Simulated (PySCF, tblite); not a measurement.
# C₅H₁₁BO₂: geometry, infrared bands and NMR shifts

What infrared bands and NMR shifts should C₅H₁₁BO₂ (`B[C@H]1OC[C@@H](C)CO1`) show?

Computed with tblite 0.8.0 and PySCF 2.14.0, with density-fitted response routines of our own, on a single molecule in the gas phase. Atoms count from 0, in the outputs and in this text.

**1. The starting structure**

19 atoms, charge 0, multiplicity 1; geometry from: force field or distance geometry start.

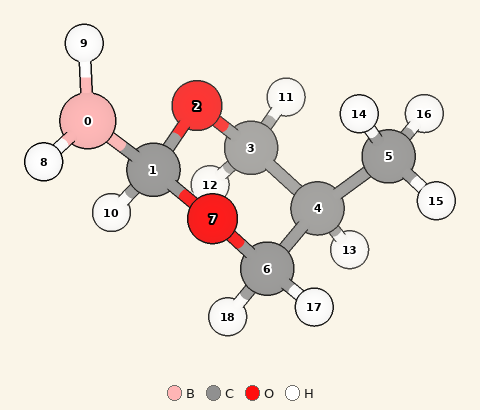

The starting geometry (boron pink, carbon grey, oxygen red, hydrogen white), atoms numbered; sticks join atoms by distance.

**2. Geometry optimisation with GFN2-xTB**

What the job is given:

```
{"job": {"kind": "relax", "xc": "GFN2-xTB", "basis": "xTB"}, "charge": 0, "multiplicity": 1}
B      2.728200     1.120600    -0.089200
C      1.504700     0.100200    -0.080200
O      0.788600     0.280000     1.132100
C     -0.247400    -0.677900     1.204700
C     -1.193700    -0.592100     0.014500
C     -2.057100     0.678600     0.073100
C     -0.335400    -0.608700    -1.271400
O      0.701500     0.357400    -1.195800
H      3.473700     1.132000    -1.000600
H      2.877200     1.876700     0.811400
H      1.961300    -0.924800    -0.118300
H     -0.820600    -0.525700     2.154200
H      0.185000    -1.706900     1.290600
H     -1.865600    -1.473400     0.002700
H     -1.419200     1.599000     0.081900
H     -2.738900     0.725300    -0.785900
H     -2.670400     0.674200     1.001000
H     -0.973600    -0.400400    -2.152100
H      0.091900    -1.624800    -1.420700
```

Launch:

```sh
$ OMP_NUM_THREADS=1 python probes_run.py task.json out
```

One launch serves the whole session: the jobs run in the order shown.

The program printed:

```text
step      E/eV     max force
  0    -698.24948    1.458
  1    -698.35240    0.523
  2    -698.38485    0.346
  3    -698.39540    0.227
  4    -698.40437    0.168
  5    -698.40947    0.160
  6    -698.41342    0.115
  7    -698.41527    0.094
  8    -698.41638    0.068
  9    -698.41719    0.076
 10    -698.41797    0.063
 11    -698.41871    0.073
 12    -698.41940    0.064
 13    -698.42008    0.065
 14    -698.42087    0.065
 15    -698.42192    0.083
 16    -698.42327    0.092
 17    -698.42486    0.096
 18    -698.42655    0.088
 19    -698.42822    0.085
 20    -698.42977    0.099
 21    -698.43103    0.073
 22    -698.43202    0.066
 23    -698.43293    0.076
 24    -698.43394    0.096
 25    -698.43511    0.088
 26    -698.43627    0.073
 27    -698.43720    0.064
 28    -698.43794    0.059
 29    -698.43878    0.073
 30    -698.44003    0.087
 31    -698.44168    0.128
 32    -698.44316    0.147
 33    -698.44438    0.137
 34    -698.44600    0.096
 35    -698.44770    0.097
 36    -698.44868    0.095
 37    -698.44964    0.073
 38    -698.45026    0.056
 39    -698.45086    0.047
 40    -698.45146    0.054
 41    -698.45195    0.043
 42    -698.45221    0.055
 43    -698.45248    0.036
 44    -698.45268    0.042
 45    -698.45281    0.035
 46    -698.45292    0.019
 47    -698.45300    0.018
 48    -698.45306    0.021
 49    -698.45312    0.026
 50    -698.45319    0.022
 51    -698.45325    0.015
 52    -698.45330    0.018
 53    -698.45335    0.021
 54    -698.45342    0.025
 55    -698.45349    0.020
 56    -698.45353    0.014
 57    -698.45356    0.013
 58    -698.45359    0.014
 59    -698.45362    0.014
 60    -698.45364    0.011
 61    -698.45366    0.009
```

Wall time 0.86 s (1 thread of Intel Xeon at 2.70GHz, shared host); peak memory 0.18 GiB.

Step by step: (not every step is listed)

```
step  energy from step 0 (eV)  largest force (eV/Å)
   0                   0.0000                1.4578
   1                  -0.1029                0.5228
   2                  -0.1354                0.3457
   3                  -0.1459                0.2270
   4                  -0.1549                0.1683
   5                  -0.1600                0.1602
   6                  -0.1639                0.1145
   7                  -0.1658                0.0943
   8                  -0.1669                0.0678
  12                  -0.1699                0.0639
  16                  -0.1738                0.0921
  20                  -0.1803                0.0993
  24                  -0.1845                0.0956
  28                  -0.1885                0.0590
  32                  -0.1937                0.1472
  36                  -0.1992                0.0950
  40                  -0.2020                0.0541
  44                  -0.2032                0.0422
  48                  -0.2036                0.0213
  52                  -0.2038                0.0178
  56                  -0.2041                0.0139
  57                  -0.2041                0.0133
  58                  -0.2041                0.0137
  59                  -0.2041                0.0144
  60                  -0.2042                0.0108
  61                  -0.2042                0.0095
```

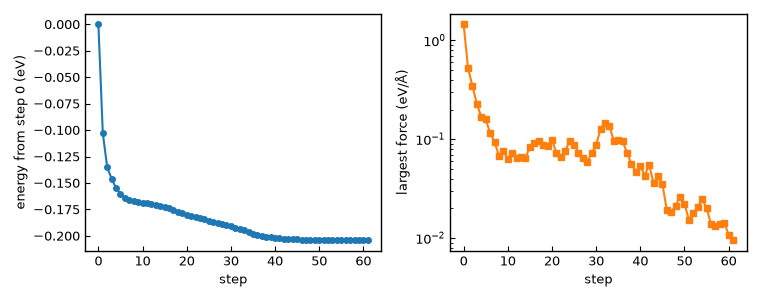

Energy and largest force along the relaxation.

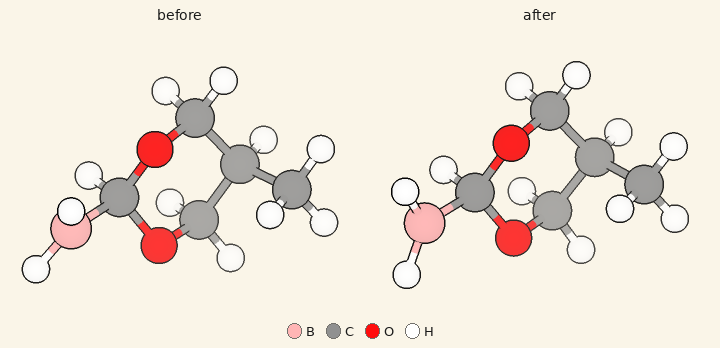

The geometry before (left) and after (right).

Close pairs (by a distance rule), those that changed most:

```
  bond  before (Å)  after (Å)  change (Å)
C5–H14       1.120      1.087      -0.032
C3–H11       1.119      1.092      -0.028
C5–H16       1.112      1.087      -0.025
 B0–H9       1.185      1.163      -0.023
C3–H12       1.119      1.104      -0.016
C6–H17       1.107      1.092      -0.015
 B0–H8       1.178      1.163      -0.015
C4–H13       1.108      1.095      -0.014
```

The final coordinates are the input of the step that follows.

**3. Vibrational analysis with GFN2-xTB**

What the job is given:

```
{"job": {"kind": "ir", "xc": "GFN2-xTB", "basis": "xTB"}, "charge": 0, "multiplicity": 1}
B      2.731317     1.169491    -0.083792
C      1.477013     0.203547    -0.058321
O      0.726684     0.297704     1.130144
C     -0.280299    -0.688367     1.213032
C     -1.230301    -0.613132     0.010805
C     -2.037671     0.680091     0.041882
C     -0.347561    -0.673519    -1.242750
O      0.664165     0.310733    -1.203968
H      3.165023     1.482148    -1.116172
H      3.210949     1.476019     0.930165
H      1.949030    -0.821852    -0.076674
H     -0.807444    -0.499003     2.150240
H      0.181681    -1.689642     1.256859
H     -1.899370    -1.479260     0.023757
H     -1.360714     1.531135     0.039149
H     -2.684451     0.745624    -0.829737
H     -2.651689     0.724248     0.938356
H     -0.925831    -0.471944    -2.146749
H      0.109663    -1.674770    -1.324466
```

The program printed:

```text
mode    cm-1     km/mol
  1     101.5      1.70
  2     182.7      0.77
  3     197.5      0.10
  4     208.5      4.03
  5     220.7      3.60
  6     272.0      0.00
  7     351.2      0.32
  8     376.4      0.04
  9     466.9      8.79
 10     492.3      5.16
 11     511.2     18.80
 12     728.5     33.47
 13     752.3      5.44
 14     765.7     40.01
 15     827.5    123.92
 16     849.6     11.58
 17     934.3      4.74
 18     952.7      1.39
 19     992.2      8.25
 20    1008.3     58.07
 21    1017.2     31.67
 22    1024.7     74.10
 23    1050.8     52.17
 24    1115.2    106.52
 25    1138.5      2.73
 26    1139.8     26.19
 27    1150.7     17.47
 28    1205.9     13.60
 29    1230.1      2.40
 30    1276.9     13.51
 31    1282.1      0.70
 32    1308.3      0.30
 33    1323.4      8.52
 34    1324.2      4.81
 35    1339.6     25.60
 36    1410.9      7.83
 37    1460.5      0.02
 38    1468.3      1.02
 39    1492.5      4.44
 40    1494.5      2.92
 41    2552.0    120.92
 42    2691.6     48.21
 43    2750.6     82.30
 44    2827.1      8.63
 45    2834.0    149.95
 46    2942.5     64.36
 47    2977.5     40.80
 48    2978.4     31.75
 49    3035.4     42.49
 50    3038.8     36.35
 51    3047.2     12.97
```

Wall time 1.3 s (1 thread of Intel Xeon at 2.70GHz, shared host); peak memory 0.18 GiB.

Which atoms move in the most intense modes:

```
cm⁻¹  km/mol                                atoms
 828   123.9   H9 25 %, H8 25 %, B0 24 %, C1 11 %
1008    58.1  O2 13 %, O7 12 %, H13 11 %, C1 10 %
1025    74.1            C1 43 %, O2 15 %, O7 15 %
1115   106.5   O2 17 %, O7 16 %, C3 11 %, C6 11 %
2552   120.9                             H10 94 %
2751    82.3            H8 45 %, H9 43 %, B0 12 %
2834   149.9                   H12 57 %, H18 36 %
2942    64.4                             H13 92 %
```

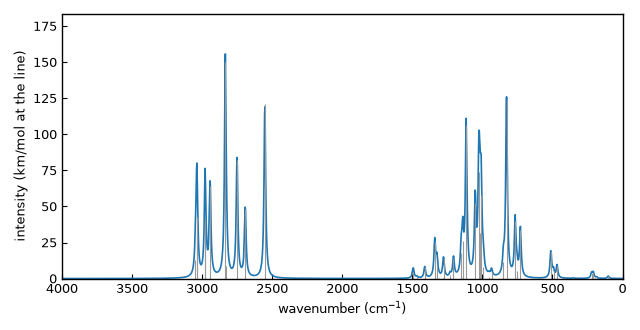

The infrared spectrum from these modes, unscaled. Lines are broadened to a width of 14 cm⁻¹ (Lorentzian).

**4. Nuclear shieldings: PBE0/pcSseg-1**

Settings changed since step 3:

```diff
@@ -1,2 +1,2 @@
-{"job": {"kind": "ir", "xc": "GFN2-xTB", "basis": "xTB"}, "charge": 0, "multiplicity": 1}
+{"job": {"kind": "nmr", "xc": "PBE0", "basis": "pcSseg-1"}, "charge": 0, "multiplicity": 1}
 B      2.731317     1.169491    -0.083792
```

Method: GIAO PBE0/pcSseg-1 NMR shielding, non-relativistic, gas phase.

The program printed:

```text
coarse grid: 15512 points
cycle   1  E = -371.7501337883  dE =  1.017e+00  |g| = 7.359e-01  |ddm| = 3.692e+00
cycle   2  E = -371.6584386035  dE =  9.170e-02  |g| = 1.036e+00  |ddm| = 1.491e+00
cycle   3  E = -371.8521160004  dE = -1.937e-01  |g| = 8.316e-02  |ddm| = 9.770e-01
cycle   4  E = -371.8532359628  dE = -1.120e-03  |g| = 3.195e-02  |ddm| = 8.006e-02
cycle   5  E = -371.8534685174  dE = -2.326e-04  |g| = 8.661e-03  |ddm| = 3.387e-02
cycle   6  E = -371.8534853174  dE = -1.680e-05  |g| = 1.070e-03  |ddm| = 8.117e-03
cycle   7  E = -371.8534855744  dE = -2.570e-07  |g| = 3.564e-04  |ddm| = 1.220e-03
final grid: 148760 points
cycle   8  E = -371.9230920593  dE = -6.257e-05  |g| = 1.404e-02  |ddm| = 4.130e-02
cycle   9  E = -371.9230589672  dE =  3.309e-05  |g| = 1.978e-02  |ddm| = 2.120e-02
cycle  10  E = -371.9231294514  dE = -7.048e-05  |g| = 1.352e-03  |ddm| = 1.289e-02
cycle  11  E = -371.9231298712  dE = -4.198e-07  |g| = 2.641e-04  |ddm| = 1.644e-03
cycle  12  E = -371.9231298857  dE = -1.451e-08  |g| = 7.208e-05  |ddm| = 3.102e-04
cycle  13  E = -371.9231298869  dE = -1.229e-09  |g| = 1.627e-05  |ddm| = 8.014e-05
cycle  14  E = -371.9231298870  dE = -5.286e-11  |g| = 5.238e-06  |ddm| = 1.643e-05
converged SCF energy = -371.9231298870

GIAO shielding tensors (ppm)
atom      isotropic    diamagn.    paramagn.     s11        s22        s33       span
  0 B       14.869     188.957    -174.088    -39.434    -37.703    121.743    161.177
  1 C       73.048     244.457    -171.409     68.421     73.925     76.798      8.377
  2 O      264.829     396.950    -132.121    177.528    299.594    317.365    139.837
  3 C      110.210     244.763    -134.553     89.181    100.824    140.625     51.444
  4 C      153.093     250.846     -97.753    144.903    145.740    168.637     23.735
  5 C      169.404     247.162     -77.758    145.402    175.539    187.270     41.868
  6 C      110.066     244.780    -134.714     89.166    100.737    140.296     51.131
  7 O      264.923     396.901    -131.978    177.512    299.755    317.501    139.989
  8 H       24.205      28.820      -4.615     16.624     27.478     28.514     11.890
  9 H       24.201      28.827      -4.626     16.606     27.475     28.521     11.916
 10 H       26.788      29.942      -3.154     20.911     29.416     30.037      9.126
 11 H       27.657      30.475      -2.818     23.794     26.744     32.432      8.639
 12 H       27.702      30.859      -3.157     23.461     27.328     32.316      8.856
 13 H       30.649      32.388      -1.739     25.897     29.122     36.928     11.031
 14 H       29.352      30.457      -1.105     25.120     29.791     33.144      8.024
 15 H       30.769      29.710       1.059     26.312     28.402     37.592     11.280
 16 H       30.758      29.702       1.056     26.317     28.353     37.603     11.286
 17 H       27.653      30.441      -2.788     23.792     26.750     32.416      8.624
 18 H       27.693      30.820      -3.127     23.442     27.328     32.308      8.866
```

It took 55 s on 1 thread of Intel Xeon at 2.70GHz, shared host; peak memory 0.86 GiB.

The references, computed at this level on geometries of the same kind, shield at (ppm): 1H TMS 31.72, 13C TMS 186.9, 17O H2O 336.1, 11B BF3·OEt2 100.1. Their shielding less the atom's gives the shift. The references are single molecules in the gas phase, so shifts against H2O, NH3, PH3, H3PO4 or CFCl3 are not on the usual liquid scales and can be off by tens of ppm. Atoms listed in one row are averaged.

```
        atoms                                    environment  σ (ppm)  δ (ppm)  δ scaled to CDCl3
           C1                 sp3 carbon bearing two oxygens     73.0    113.9              109.2
       C3, C6                            sp3 CH2 bonded to O    110.1     76.8               73.0
           C4                               sp3 CH in a ring    153.1     33.8               31.1
           C5                                  methyl carbon    169.4     17.5               15.2
       H8, H9                hydrogen on a boron bonded to C    24.20     7.51                  –
          H10  hydrogen on an sp3 carbon bearing two oxygens    26.79     4.93               4.75
     H11, H17             hydrogen on an sp3 CH2 bonded to O    27.65     4.06               3.94
     H12, H18             hydrogen on an sp3 CH2 bonded to O    27.70     4.02               3.90
H14, H15, H16                    hydrogen on a methyl carbon    30.29     1.42               1.45
          H13                hydrogen on an sp3 CH in a ring    30.65     1.07               1.11
           B0                         boron bonded to C, 2 H     14.9     85.2                  –
       O2, O7                                   ether oxygen    264.9     71.2                  –
```

The scaled column applies a straight-line fit of computed shieldings to shifts measured in CDCl3 (root-mean-square error 0.16 ppm for H, 1.9 ppm for C).

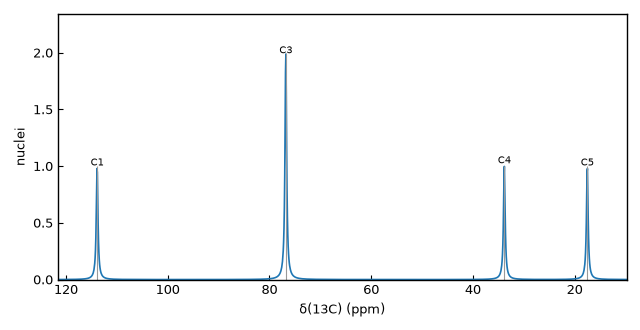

13C lines at the computed shifts, without couplings. Lines are broadened to a width of 0.39 ppm (Lorentzian).

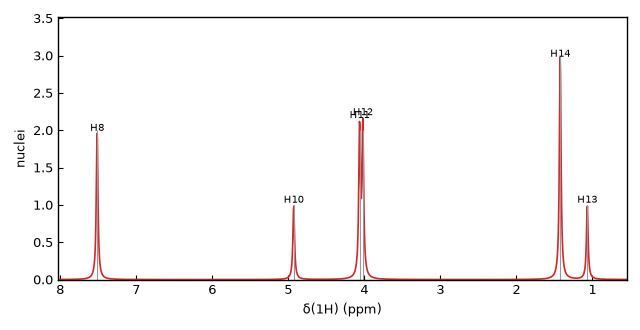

1H lines at the computed shifts, without couplings. Lines are broadened to a width of 0.03 ppm (Lorentzian).

The run also stored atomic charges by several schemes (e):

```
 atoms  Mulliken    IAO  Hirshfeld  ESP fit
    B0      0.24   0.11       0.18     0.39
    C1      0.19   0.12       0.04     0.30
O2, O7     -0.51  -0.40      -0.15    -0.37
C3, C6      0.10  -0.06       0.00    -0.22
    C4     -0.39  -0.14      -0.04     0.41
    C5     -0.20  -0.42      -0.13    -0.52
```

Hirshfeld charges:

B0 0.18; C1 0.04; O2 -0.15; C3 0.00; C4 -0.04; C5 -0.13; C6 0.00; O7 -0.15; H8 -0.05; H9 -0.05; H10 0.03; H11 0.05; H12 0.03; H13 0.04; H14 0.03; H15 0.04; H16 0.04; H17 0.05; H18 0.03

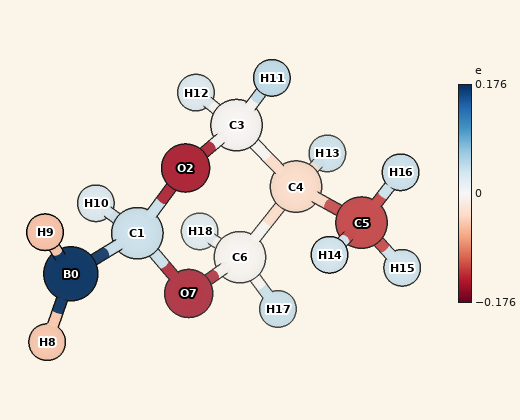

Hirshfeld charges, as colours on the atoms.

Mayer bond orders: B0–C1 0.96, C1–O2 0.91, O2–C3 0.93, C3–C4 1.00, C4–C5 1.00, C4–C6 1.00, C6–O7 0.93, O7–C1 0.91.

Ring of atoms C1, O2, C3, C4, C6, O7: NICS(0) -2.2, NICS(1) -1.4, NICS(1)zz 1.9 ppm (means of both faces).

**5. Summary of results**

| quantity | value |
| --- | --- |
| strongest single infrared mode (GFN2-xTB) | 2834 cm⁻¹, 150 km/mol |
| zero-point energy (GFN2-xTB) | 97.4 kcal/mol |
| 13C shifts against TMS (PBE0/pcSseg-1, means over atoms taken as alike) | 113.9, 76.8, 33.8, 17.5 ppm |
| 1H shifts against TMS (PBE0/pcSseg-1, means over atoms taken as alike) | 7.51, 4.93, 4.06, 4.02, 1.42, 1.07 ppm |
| 11B shifts against BF3·OEt2 (PBE0/pcSseg-1) | 85.2 ppm |
| 17O shifts against H2O (PBE0/pcSseg-1, means over atoms taken as alike) | 71.2 ppm |

Relaxing lowered the energy by 0.204 eV in 61 steps; the close pair that moved most is C5–H14, from 1.120 to 1.087 Å. All 51 modes are real, so the xTB geometry is a minimum. The strongest single mode, at 2834 cm⁻¹, moves mainly H12 and H18. Unscaled tight-binding wavenumbers are off by several per cent, some by more. Its intensities can rank the bands wrongly. At PBE0/pcSseg-1: The largest span, 161 ppm, is at B0, where the paramagnetic term is -174 ppm.
